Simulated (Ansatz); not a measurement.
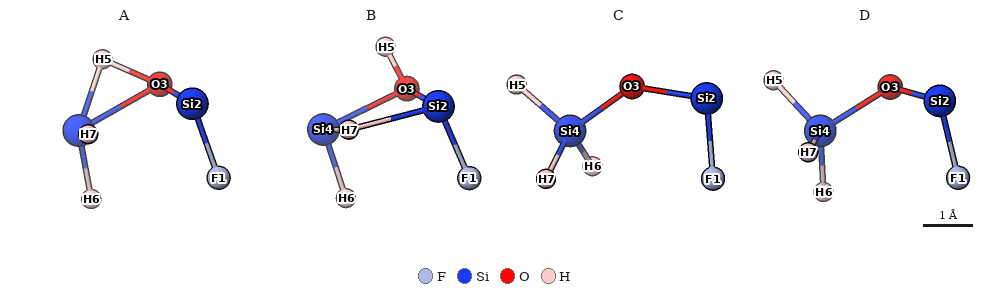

4 geometries from a converged minimum-energy path of Si2H3OF, shuffled. The picture is a ball-and-stick view, seen at a tilt.

Theory: Ansatz 0.2.0, RKS PBE-D4/def2-SVP. Settings: 7 movable images; climbing image; force threshold 0.03 eV/Å; iteration limit 60; starting path through a guess of the saddle point.

**One of them is the converged climbing image. Which?**

A. In order along the path, whose images run from 0 to 8: C (image 0, 0.00 eV), D (image 2, +0.34 eV), A (image 5, +3.14 eV), B (image 7, +2.03 eV). A hydrogen atom shifts from one atom to another. Breaking: Si4–H5 (1.50 → 1.62 at the top → 2.47 Å). Forming: O3–H5 (2.58 → 1.31 at the top → 0.98 Å).
